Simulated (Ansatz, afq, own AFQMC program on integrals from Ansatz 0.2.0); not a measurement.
# AlNH2 (triplet): quantum Monte Carlo beside coupled cluster, cc-pVTZ, part 1 of 2

Aim: compute AlNH2 (triplet) with auxiliary-field quantum Monte Carlo on the same integrals as coupled cluster, and set the energies side by side.

Computed with Ansatz 0.2.0, Gaussian basis, and an in-house AFQMC program (afq) on its integrals; all values are calculated. Level: cc-pVTZ, frozen cores.

The runs, in order: CCSD(T) on UHF; PBE (unrestricted); r2SCAN (unrestricted); PBE0 (unrestricted); B3LYP (unrestricted); CCSDT(Q) on UHF; CCSD(T) on UHF; wB97M-V (unrestricted); B2PLYP (unrestricted); CCSD(T) on UHF; Phaseless AFQMC, CISD trial on UHF; Phaseless AFQMC, single-determinant trial on UHF.

2 further runs of the same task are left out: 2 that didn't finish.

**1. The system**

The geometry is a PBE0/def2-TZVP stationary point (not a proven minimum) of the parent state, kept for this charge and spin.

4 atoms, charge 0, spin multiplicity 3.

Atoms are counted from 1 here; the program's logs count them from 0.

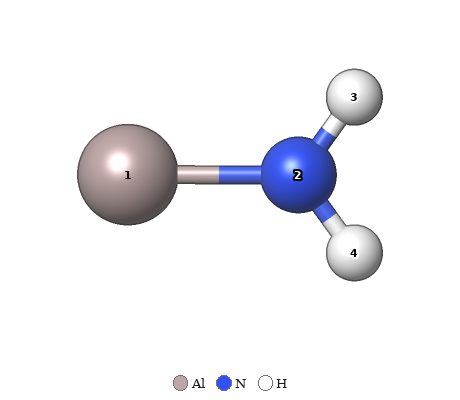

The structure; aluminium light grey, nitrogen blue, hydrogen white; atoms are numbered from 1 in the order of the file.

**2. CCSD(T) on UHF**

in.yaml

```yaml
crystal:
  periodic: [false, false, false]
  atoms:
    - {symbol: Al, position_ang: [0.000000, 0.000000, 0.696811]}
    - {symbol: N, position_ang: [0.000000, 0.000000, -1.099242]}
    - {symbol: H, position_ang: [0.000000, 0.822256, -1.688737]}
    - {symbol: H, position_ang: [0.000000, -0.822256, -1.688737]}
basis:
  gaussian: {orbitals: cc-pVTZ}
magnetization: {spin_polarized: true, initial_magnetization: 2}
correlation: {method: ccsd_t, electrons: outside_noble_gas, hamiltonian_folder: ham}
```

The run is started by

```bash
> ansatz run in.yaml --threads 1 --pin off --events-out ev --progress --plain --max-ram 15360MiB --backend cuda --devices 0, --max-vram 18GiB
```

The log of the run (excerpt; [...] marks lines left out):

```text
Functional definition: HF
  name "HF"
  cite "Fock, Z. Phys. 61, 126 (1930) doi:10.1007/BF01340294"
  parent pbe
[...]
551 factors; integrals over basis functions are off by at most 1.2e-3 eV
[...]
mean field -8095.77072550 eV, -297.5140866516 hartree, gradient 9.7e-7 eV, S^2 2.003894; 13 other end points of the search recorded, 0 dependent functions left out
determinant -8095.77072550 eV, -297.5140866516 hartree, with singles and doubles -8103.07094765 eV, -297.7823648674 hartree
determinant -8095.19613296 eV, -297.4929707653 hartree, with singles and doubles -8102.41452280 eV, -297.7582416992 hartree
determinant -8093.75389730 eV, -297.4399695824 hartree, with singles and doubles -8100.85550014 eV, -297.7009486729 hartree
determinant -8093.44920126 eV, -297.4287722095 hartree, with singles and doubles -8100.52591971 eV, -297.6888368156 hartree
determinant -8092.69252834 eV, -297.4009649924 hartree, with singles and doubles -8100.27348520 eV, -297.6795600185 hartree
6 core orbitals not correlated: weight in the atoms' cores, before any rotation towards them, 1.000 or more for the frozen orbitals, at most 0.000 for the correlated occupied ones
reference -8095.77072550 eV, -297.5140866516 hartree; 6, 4 occupied and 80, 82 virtual orbitals, 551 factors
second order -6.91549961 eV of doubles, -0.00000000 eV of singles
cycle   1  -7.22778925 eV  change   -4.6e-1 eV  update   2.3e-2
[...]
cycle  10  -7.25253796 eV  change    4.1e-6 eV  update   6.3e-6
perturbative correction -0.28963593 eV, -0.0106439243 hartree
Total energy: -8103.31289939 eV, -297.7912564300 hartree
```

Wall time 4.1 s (1 × NVIDIA H100 80GB HBM3 with 1 thread of AMD EPYC 7R13 (Zen 3), shared host); peak host memory 1.8 GiB.

From the report: ⟨S²⟩ of the determinant 2.004 (pure triplet: 2.00); correlation -7.5422 eV; T1 0.017; largest double amplitude 0.04.

This run also writes the integrals to the folder ham.

**3. PBE (unrestricted)**

Edit in.yaml of step 2 so:

```diff
@@ -10,2 +10,3 @@
 magnetization: {spin_polarized: true, initial_magnetization: 2}
-correlation: {method: ccsd_t, electrons: outside_noble_gas, hamiltonian_folder: ham}
+hamiltonian: {xc: {name: PBE}}
+output: {orbitals: {seedname: orbitals}}
```

The run is started by

```bash
> ansatz run in.yaml --threads 1 --pin off --events-out ev --progress --plain --max-ram 5120MiB --backend cpu
```

The log of the run:

```text
Functional definition: PBE
  name "PBE"
  cite "Perdew, Burke & Ernzerhof, Phys. Rev. Lett. 77, 3865 (1996) doi:10.1103/PhysRevLett.77.3865"
  parent pbe
  parameter kappa = 0.804
  parameter beta = 0.06672455060314922
  exchange = pbe_x(kappa = kappa, mu = beta*pi^2/3)
  correlation = pbe_c(beta = beta)
568 factors; their error is unknown
mean field evaluation 1: about -8101.1062 eV, gradient 5.3e1 eV
mean field evaluation 2: about -8015.0101 eV, gradient 1.1e2 eV
mean field evaluation 4: about -8112.2367 eV, gradient 6.0e0 eV
mean field evaluation 8: about -8112.5366 eV, gradient 1.8e-1 eV
mean field evaluation 16: about -8112.5261 eV, gradient 7.1e-5 eV
mean field evaluation 32: about -8107.5939 eV, gradient 1.7e1 eV
mean field evaluation 64: about -8112.1073 eV, gradient 3.0e0 eV
mean field -8112.52606557 eV, -298.1298340422 hartree, gradient 3.9e-6 eV, S^2 2.004596; 10 other end points of the search recorded, 0 dependent functions left out
reference -8112.52609860 eV, -298.1298352557 hartree; 12, 10 occupied and 80, 82 virtual orbitals, 568 factors
Total energy: -8112.52609860 eV, -298.1298352557 hartree
```

It took 5.5 s on 1 thread of AMD EPYC 7R13 (Zen 3), shared host; peak memory 1.8 GiB.

From the report: ⟨S²⟩ of the determinant 2.005 (pure triplet: 2.00).

**4. r2SCAN (unrestricted)**

Edit in.yaml of step 3 so:

```diff
@@ -10,3 +10,2 @@
 magnetization: {spin_polarized: true, initial_magnetization: 2}
-hamiltonian: {xc: {name: PBE}}
-output: {orbitals: {seedname: orbitals}}
+hamiltonian: {xc: {name: r2SCAN}}
```

Same command.

The log of the run:

```text
Functional definition: r2SCAN
  name "r2SCAN"
  cite "Furness, Kaplan, Ning, Perdew & Sun, J. Phys. Chem. Lett. 11, 8208 (2020) doi:10.1021/acs.jpclett.0c02405"
  cite "Furness, Kaplan, Ning, Perdew & Sun, J. Phys. Chem. Lett. 11, 9248 (2020) doi:10.1021/acs.jpclett.0c03077"
  parent r2scan
  parameter k0 = 0.174
  parameter k1 = 0.065
  parameter a1 = 4.9479
  exchange = r2scan_x(k0 = k0, k1 = k1, a1 = a1)
  correlation = r2scan_c
568 factors; their error is unknown
mean field evaluation 1: about -8106.9371 eV, gradient 4.9e1 eV
mean field evaluation 2: about -8049.6147 eV, gradient 9.3e1 eV
mean field evaluation 4: about -8116.5147 eV, gradient 3.9e0 eV
mean field evaluation 8: about -8116.6197 eV, gradient 1.2e-1 eV
mean field evaluation 16: about -8116.6198 eV, gradient 1.5e-5 eV
mean field evaluation 32: about -8116.4957 eV, gradient 1.7e0 eV
mean field -8116.61977512 eV, -298.2802750932 hartree, gradient 1.5e-5 eV, S^2 2.005426; 5 other end points of the search recorded, 0 dependent functions left out
reference -8116.61978999 eV, -298.2802756396 hartree; 12, 10 occupied and 80, 82 virtual orbitals, 568 factors
Total energy: -8116.61978999 eV, -298.2802756396 hartree
```

It took 5.5 s on 1 thread of AMD EPYC 7R13 (Zen 3), shared host; peak memory 1.8 GiB.

From the report: ⟨S²⟩ of the determinant 2.005 (pure triplet: 2.00).

**5. PBE0 (unrestricted)**

Edit in.yaml of step 4 so:

```diff
@@ -10,2 +10,3 @@
 magnetization: {spin_polarized: true, initial_magnetization: 2}
-hamiltonian: {xc: {name: r2SCAN}}
+hamiltonian: {xc: {name: PBE0}}
+output: {orbitals: {seedname: orbitals}}
```

Launched as before.

The log of the run:

```text
Functional definition: PBE0
  name "PBE0"
  cite "Adamo & Barone, J. Chem. Phys. 110, 6158 (1999) doi:10.1063/1.478522"
  cite "Perdew, Burke & Ernzerhof, Phys. Rev. Lett. 77, 3865 (1996) doi:10.1103/PhysRevLett.77.3865"
  parent pbe
  parameter a = 0.25
  parameter kappa = 0.804
  parameter beta = 0.06672455060314922
  exchange = (1 - a)*pbe_x(kappa = kappa, mu = beta*pi^2/3) + a*exact_x
  correlation = pbe_c(beta = beta)
583 factors; their error is unknown
mean field evaluation 1: about -8105.4135 eV, gradient 4.4e1 eV
mean field evaluation 2: about -8067.0302 eV, gradient 8.0e1 eV
mean field evaluation 4: about -8113.1919 eV, gradient 2.2e0 eV
mean field evaluation 8: about -8113.2410 eV, gradient 3.5e-2 eV
mean field evaluation 16: about -8113.2411 eV, gradient 1.2e-5 eV
mean field -8113.24105476 eV, -298.1561094100 hartree, gradient 2.7e-5 eV, S^2 2.003615; 1 other end points of the search recorded, 0 dependent functions left out
reference -8113.24108019 eV, -298.1561103445 hartree; 12, 10 occupied and 80, 82 virtual orbitals, 583 factors
Total energy: -8113.24108019 eV, -298.1561103445 hartree
```

It took 1.6 s on 1 thread of AMD EPYC 7R13 (Zen 3), shared host; peak memory 1.8 GiB.

From the report: ⟨S²⟩ of the determinant 2.004 (pure triplet: 2.00).

**6. B3LYP (unrestricted)**

Edit in.yaml of step 5 so:

```diff
@@ -10,3 +10,2 @@
 magnetization: {spin_polarized: true, initial_magnetization: 2}
-hamiltonian: {xc: {name: PBE0}}
-output: {orbitals: {seedname: orbitals}}
+hamiltonian: {xc: {name: B3LYP}}
```

The command is unchanged.

The log of the run (excerpt; [...] marks lines left out):

```text
Functional definition: B3LYP
  name "B3LYP"
  cite "Stephens, Devlin, Chabalowski & Frisch, J. Phys. Chem. 98, 11623 (1994) doi:10.1021/j100096a001"
  cite "Becke, Phys. Rev. A 38, 3098 (1988) doi:10.1103/PhysRevA.38.3098"
  cite "Lee, Yang & Parr, Phys. Rev. B 37, 785 (1988) doi:10.1103/PhysRevB.37.785"
  cite "Vosko, Wilk & Nusair, Can. J. Phys. 58, 1200 (1980) doi:10.1139/p80-159"
[...]
580 factors; their error is unknown
[...]
mean field -8118.63279557 eV, -298.3542522303 hartree, gradient 3.2e-5 eV, S^2 2.001991; 1 other end points of the search recorded, 0 dependent functions left out
reference -8118.63297733 eV, -298.3542589097 hartree; 12, 10 occupied and 80, 82 virtual orbitals, 580 factors
Total energy: -8118.63297733 eV, -298.3542589097 hartree
```

It took 1.9 s on 1 thread of AMD EPYC 7R13 (Zen 3), shared host; peak memory 1.8 GiB.

From the report: ⟨S²⟩ of the determinant 2.002 (pure triplet: 2.00).

**7. CCSDT(Q) on UHF**

Edit in.yaml of step 6 so:

```diff
@@ -10,2 +10,2 @@
 magnetization: {spin_polarized: true, initial_magnetization: 2}
-hamiltonian: {xc: {name: B3LYP}}
+correlation: {method: ccsdt_q, electrons: outside_noble_gas}
```

The run is started by

```bash
> ansatz run in.yaml --threads 1 --pin off --events-out ev --progress --plain --max-ram 15360MiB --backend cuda --devices 0, --max-vram 18GiB
```

The log of the run (excerpt; [...] marks lines left out):

```text
Functional definition: HF
  name "HF"
  cite "Fock, Z. Phys. 61, 126 (1930) doi:10.1007/BF01340294"
  parent pbe
[...]
1151 factors; integrals over basis functions are off by at most 1.6e-7 eV
[...]
mean field -8095.77074831 eV, -297.5140874897 hartree, gradient 1.1e-6 eV, S^2 2.003894; 13 other end points of the search recorded, 0 dependent functions left out
determinant -8095.77074831 eV, -297.5140874897 hartree, with singles and doubles -8103.07099089 eV, -297.7823664564 hartree
determinant -8095.19615838 eV, -297.4929716994 hartree, with singles and doubles -8102.41456421 eV, -297.7582432207 hartree
determinant -8093.75392413 eV, -297.4399705682 hartree, with singles and doubles -8100.85553631 eV, -297.7009500023 hartree
determinant -8093.44923201 eV, -297.4287733394 hartree, with singles and doubles -8100.52595725 eV, -297.6888381952 hartree
determinant -8092.69256815 eV, -297.4009664553 hartree, with singles and doubles -8100.27353474 eV, -297.6795618390 hartree
6 core orbitals not correlated: weight in the atoms' cores, before any rotation towards them, 1.000 or more for the frozen orbitals, at most 0.000 for the correlated occupied ones
reference -8095.77074831 eV, -297.5140874897 hartree; 6, 4 occupied and 80, 82 virtual orbitals, 1151 factors
second order -6.91552526 eV of doubles, -0.00000000 eV of singles
cycle   1  -7.02585624 eV  change   -1.1e-1 eV  update   7.5e-2
[...]
cycle  18  -7.55405537 eV  change    9.5e-8 eV  update   6.4e-7
perturbative correction -0.01674713 eV, -0.0006154456 hartree
Total energy: -8103.34155080 eV, -297.7923093496 hartree
```

Wall time 14 s (1 × NVIDIA H100 80GB HBM3 with 1 thread of AMD EPYC 7R13 (Zen 3), shared host); peak host memory 1.8 GiB.

From the report: ⟨S²⟩ of the determinant 2.004 (pure triplet: 2.00); correlation -7.5708 eV; T1 0.019; largest double amplitude 0.04.

**8. CCSD(T) on UHF**

Edit in.yaml of step 7 so:

```diff
@@ -8,4 +8,4 @@
 basis:
-  gaussian: {orbitals: cc-pVTZ}
+  gaussian: {orbitals: def2-TZVPP}
 magnetization: {spin_polarized: true, initial_magnetization: 2}
-correlation: {method: ccsdt_q, electrons: outside_noble_gas}
+correlation: {method: ccsd_t, electrons: outside_noble_gas}
```

Launched as before.

The log of the run (excerpt; [...] marks lines left out):

```text
Functional definition: HF
  name "HF"
  cite "Fock, Z. Phys. 61, 126 (1930) doi:10.1007/BF01340294"
  parent pbe
[...]
605 factors; integrals over basis functions are off by at most 1.2e-3 eV
[...]
mean field -8095.76172173 eV, -297.5137557691 hartree, gradient 9.1e-7 eV, S^2 2.003764; 13 other end points of the search recorded, 0 dependent functions left out
determinant -8095.76172173 eV, -297.5137557691 hartree, with singles and doubles -8103.04018517 eV, -297.7812343672 hartree
determinant -8095.20010179 eV, -297.4931166171 hartree, with singles and doubles -8102.40046987 eV, -297.7577252633 hartree
determinant -8093.72082372 eV, -297.4387541505 hartree, with singles and doubles -8100.79337125 eV, -297.6986654785 hartree
determinant -8093.41981734 eV, -297.4276923704 hartree, with singles and doubles -8100.46697325 eV, -297.6866705732 hartree
determinant -8092.74562195 eV, -297.4029161467 hartree, with singles and doubles -8100.30202065 eV, -297.6806086771 hartree
6 core orbitals not correlated: weight in the atoms' cores, before any rotation towards them, 1.000 or more for the frozen orbitals, at most 0.000 for the correlated occupied ones
reference -8095.76172173 eV, -297.5137557691 hartree; 6, 4 occupied and 89, 91 virtual orbitals, 605 factors
second order -6.89159232 eV of doubles, -0.00000000 eV of singles
cycle   1  -7.20860654 eV  change   -4.4e-1 eV  update   2.2e-2
[...]
cycle  10  -7.23156586 eV  change    3.5e-6 eV  update   6.0e-6
perturbative correction -0.28710727 eV, -0.0105509976 hartree
Total energy: -8103.28039486 eV, -297.7900619105 hartree
```

Wall time 5 s (1 × NVIDIA H100 80GB HBM3 with 1 thread of AMD EPYC 7R13 (Zen 3), shared host); peak host memory 1.8 GiB.

From the report: ⟨S²⟩ of the determinant 2.004 (pure triplet: 2.00); correlation -7.5187 eV; T1 0.017; largest double amplitude 0.04.

**9. wB97M-V (unrestricted)**

Edit in.yaml of step 8 so:

```diff
@@ -8,4 +8,5 @@
 basis:
-  gaussian: {orbitals: def2-TZVPP}
+  gaussian: {orbitals: cc-pVTZ}
 magnetization: {spin_polarized: true, initial_magnetization: 2}
-correlation: {method: ccsd_t, electrons: outside_noble_gas}
+hamiltonian: {xc: {name: wB97M-V}}
+output: {orbitals: {seedname: orbitals}}
```

The run is started by

```bash
> ansatz run in.yaml --threads 1 --pin off --events-out ev --progress --plain --max-ram 5120MiB --backend cpu
```

The log of the run (excerpt; [...] marks lines left out):

```text
Functional definition: wB97M-V
  name "wB97M-V"
  cite "Mardirossian & Head-Gordon, J. Chem. Phys. 144, 214110 (2016) doi:10.1063/1.4952647"
  cite "Becke, J. Chem. Phys. 107, 8554 (1997) doi:10.1063/1.475007"
  cite "Vydrov & Van Voorhis, J. Chem. Phys. 133, 244103 (2010) doi:10.1063/1.3521275"
  # Of w^i u^j: cxij and so on, Table III.
[...]
  gx(w, u) = 1 - cx + cx01*u + cx10*w
  gss(w, u) = css00 + css04*u^4 + css10*w + css20*w^2 + css43*w^4*u^3
  gos(w, u) = cos00 + cos10*w + (cos20 + cos21*u)*w^2 + (cos60 + cos61*u)*w^6
[...]
      + integral(e_c_pw_mod_opposite_spin*gos(b97_w_opposite, b97_u_opposite)) + vv10(b, c)
568 factors; their error is unknown
132 factors; integrals over basis functions are off by at most 8.7e-5 eV
[...]
mean field -8116.69437021 eV, -298.2830164122 hartree, gradient 2.9e-5 eV, S^2 2.001696; 1 other end points of the search recorded, 0 dependent functions left out
reference -8116.69440560 eV, -298.2830177129 hartree; 12, 10 occupied and 80, 82 virtual orbitals, 568 factors
Total energy: -8116.69440560 eV, -298.2830177129 hartree
```

It took 11 s on 1 thread of AMD EPYC 7R13 (Zen 3), shared host; peak memory 1.8 GiB.

From the report: ⟨S²⟩ of the determinant 2.002 (pure triplet: 2.00).

**10. B2PLYP (unrestricted)**

Edit in.yaml of step 9 so:

```diff
@@ -10,3 +10,3 @@
 magnetization: {spin_polarized: true, initial_magnetization: 2}
-hamiltonian: {xc: {name: wB97M-V}}
-output: {orbitals: {seedname: orbitals}}
+hamiltonian: {xc: {name: B2PLYP}}
+correlation: {electrons: outside_noble_gas}
```

Launched as before.

The log of the run (excerpt; [...] marks lines left out):

```text
Functional definition: B2PLYP
  name "B2PLYP"
  cite "Grimme, J. Chem. Phys. 124, 034108 (2006) doi:10.1063/1.2148954"
  cite "Becke, Phys. Rev. A 38, 3098 (1988) doi:10.1103/PhysRevA.38.3098"
  cite "Lee, Yang & Parr, Phys. Rev. B 37, 785 (1988) doi:10.1103/PhysRevB.37.785"
[...]
551 factors; integrals over basis functions are off by at most 1.2e-3 eV
[...]
mean field -8111.40136573 eV, -298.0885020851 hartree, gradient 5.3e-6 eV, S^2 2.002304; 5 other end points of the search recorded, 0 dependent functions left out
6 core orbitals not correlated: weight in the atoms' cores, before any rotation towards them, 1.000 or more for the frozen orbitals, at most 0.000 for the correlated occupied ones
reference -8111.40148199 eV, -298.0885063576 hartree; 6, 4 occupied and 80, 82 virtual orbitals, 551 factors
second order -8.46584044 eV of doubles, -0.00000000 eV of singles
Total energy: -8113.68725891 eV, -298.1725071100 hartree
```

It took 6 s on 1 thread of AMD EPYC 7R13 (Zen 3), shared host; peak memory 1.8 GiB.

From the report: ⟨S²⟩ of the determinant 2.002 (pure triplet: 2.00).

**11. CCSD(T) on UHF**

Edit in.yaml of step 10 so:

```diff
@@ -8,5 +8,4 @@
 basis:
-  gaussian: {orbitals: cc-pVTZ}
+  gaussian: {orbitals: "def2-QZVPP.json"}
 magnetization: {spin_polarized: true, initial_magnetization: 2}
-hamiltonian: {xc: {name: B2PLYP}}
-correlation: {electrons: outside_noble_gas}
+correlation: {method: ccsd_t, electrons: outside_noble_gas}
```

The run is started by

```bash
> ansatz run in.yaml --threads 1 --pin off --events-out ev --progress --plain --max-ram 15360MiB --backend cuda --devices 0, --max-vram 18GiB
```

The log of the run (excerpt; [...] marks lines left out):

```text
Functional definition: HF
  name "HF"
  cite "Fock, Z. Phys. 61, 126 (1930) doi:10.1007/BF01340294"
  parent pbe
[...]
1108 factors; integrals over basis functions are off by at most 9.8e-4 eV
[...]
mean field -8096.03936526 eV, -297.5239589807 hartree, gradient 1.6e-6 eV, S^2 2.003724; 14 other end points of the search recorded, 0 dependent functions left out
determinant -8096.03936526 eV, -297.5239589807 hartree, with singles and doubles -8103.82098801 eV, -297.8099283421 hartree
determinant -8095.50499978 eV, -297.5043214114 hartree, with singles and doubles -8103.21599452 eV, -297.7876952415 hartree
determinant -8093.99938966 eV, -297.4489912601 hartree, with singles and doubles -8101.55729538 eV, -297.7267391724 hartree
determinant -8093.70496198 eV, -297.4381712424 hartree, with singles and doubles -8101.23195039 eV, -297.7147829645 hartree
determinant -8093.21819179 eV, -297.4202827679 hartree, with singles and doubles -8101.26892896 eV, -297.7161419019 hartree
determinant -8092.69336528 eV, -297.4009957496 hartree, with singles and doubles -8100.40400657 eV, -297.6843565904 hartree
6 core orbitals not correlated: weight in the atoms' cores, before any rotation towards them, 1.000 or more for the frozen orbitals, at most 0.000 for the correlated occupied ones
reference -8096.03936526 eV, -297.5239589807 hartree; 6, 4 occupied and 175, 177 virtual orbitals, 1108 factors
second order -7.39453231 eV of doubles, -0.00000000 eV of singles
cycle   1  -7.61813058 eV  change   -7.6e-1 eV  update   2.4e-2
[...]
cycle  10  -7.65185788 eV  change    1.1e-5 eV  update   7.3e-6
perturbative correction -0.32477351 eV, -0.0119352062 hartree
Total energy: -8104.01599664 eV, -297.8170947773 hartree
```

Run time: 12 s. Hardware: 1 × NVIDIA H100 80GB HBM3 with 1 thread of AMD EPYC 7R13 (Zen 3), shared host; peak host memory 1.8 GiB.

From the report: ⟨S²⟩ of the determinant 2.004 (pure triplet: 2.00); correlation -7.9766 eV; T1 0.017; largest double amplitude 0.03.

(Continued in part 2 of 2.)
